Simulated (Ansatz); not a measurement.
# FH6OSn2 (SMILES [OH2+][SnH2][SnH2][F]) (charge +1): what the fields show

The calculation's input:

```
basis:
  gaussian: {orbitals: def2-TZVPD}
crystal:
  periodic: [false, false, false]
  atoms:
    - {symbol: F, position_ang: [-1.418275, -0.180813, -0.433778]}
    - {symbol: O, position_ang: [-0.257504, -0.457892, 1.734216]}
    - {symbol: Sn, position_ang: [0.388573, 1.624157, 1.716837]}
    - {symbol: Sn, position_ang: [-0.812969, 1.690001, -0.837609]}
    - {symbol: H, position_ang: [-0.585440, -0.963122, 2.495542]}
    - {symbol: H, position_ang: [-0.826802, -0.619041, 0.911731]}
    - {symbol: H, position_ang: [2.059858, 1.401925, 1.930468]}
    - {symbol: H, position_ang: [-0.450968, 2.215420, 3.075417]}
    - {symbol: H, position_ang: [-2.248223, 2.585772, -0.953791]}
    - {symbol: H, position_ang: [0.235809, 1.526924, -2.160016]}
total_charge: 1
hamiltonian: {xc: pbe0}
output: {forces: true, orbitals: {seedname: orbitals}}
```

Command:

```sh
ansatz run input.yaml --threads 2 --pin off --max-ram 4350MiB --events-out events.jsonl --progress --plain --runs-dir runs
```

Geometry: r2SCAN-D4/def2-SVP; core potentials replace the inner electrons of Sn.

The calculation used isolated molecule in a Gaussian basis; Kohn-Sham density functional theory, functional PBE0 in Ansatz.

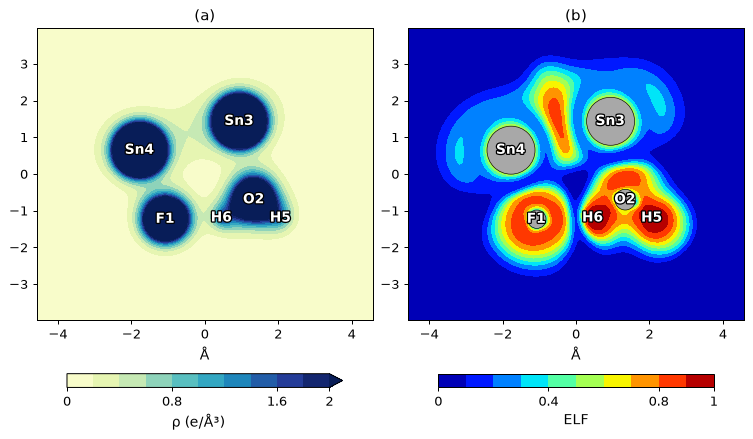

Figure 1. (a) electron density; (b) electron localisation function on the plane of atoms F1, Sn4 and Sn3. Grey discs cover the atomic cores in the ELF map.

> Interpret the plot.

- The section cuts through F, O, Sn and H sites.
- Sn–F (2.01 Å): the density is about 0.68 e/Å³ at the midpoint; the ELF peaks at about 0.85 in the valence shell of F, 0.5 Å from its nucleus, and drops to about 0.15 between the two atoms.
- Sn–O (2.18 Å): ρ at the midpoint is about 0.48 e/Å³; the ELF peaks at about 0.90 in the valence shell of O, 0.6 Å from its nucleus, and drops to about 0.10 between the two atoms.
- Sn–Sn (2.82 Å): ρ is about 0.4 e/Å³ halfway; the ELF peaks at about 0.80 between the atoms (a covalent bond).
- O–H (0.97 Å): the density is about 3.8 e/Å³ at the midpoint; the ELF climbs to about 1 towards the hydrogen, as it does in any bond to H (a covalent bond by its length).
- The ELF also peaks beside F1, away from the bonds: lone-pair regions.

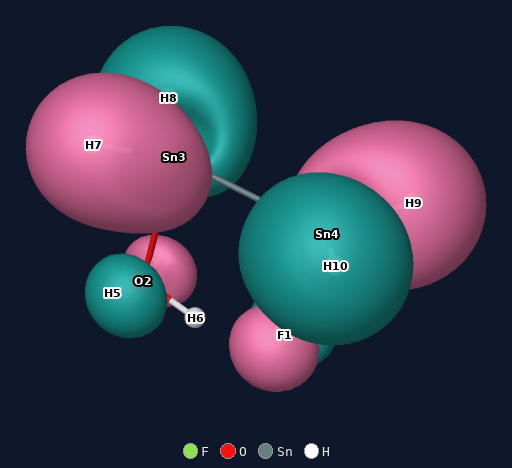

Figure 2. The HOMO−1 at ±0.06 Å⁻³ᐟ² (teal and pink are the two phases), seen at a tilt.

> Where does this orbital lie, and at what energy?

By Hirshfeld shares it lies mainly on Sn4 (about 20 %), Sn3 (about 15 %), H10 (about 15 %), H9 (about 15 %), H8 (about 10 %) and H7 (about 10 %). Its energy is −13.94 eV.

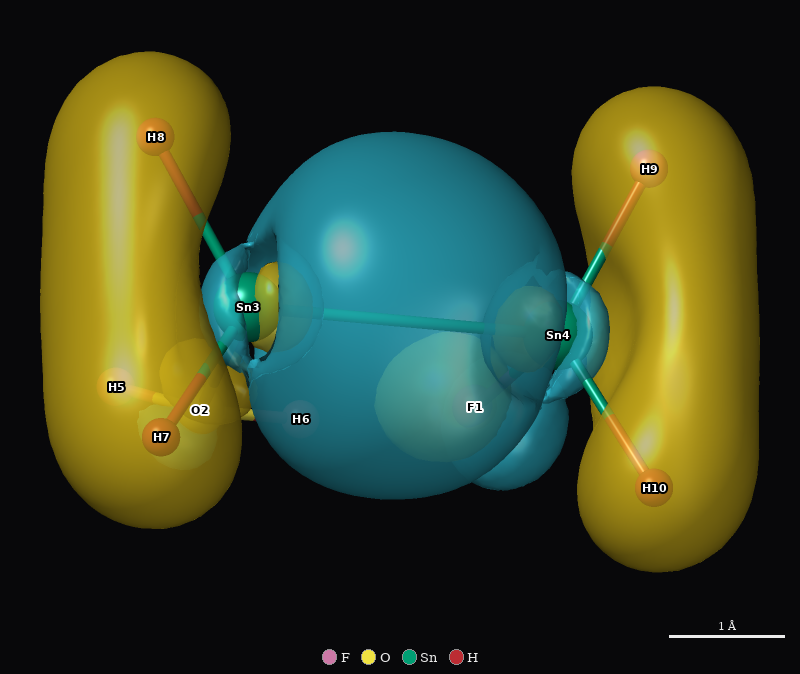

Figure 3. The HOMO at ±0.08 Å⁻³ᐟ² (yellow and cyan are the two phases), seen from one side.

> What is the character of this orbital?

By Hirshfeld shares it lies mainly on Sn3 (about 40 %), Sn4 (about 30 %) and H7 (about 5 %). Its energy is −12.83 eV.
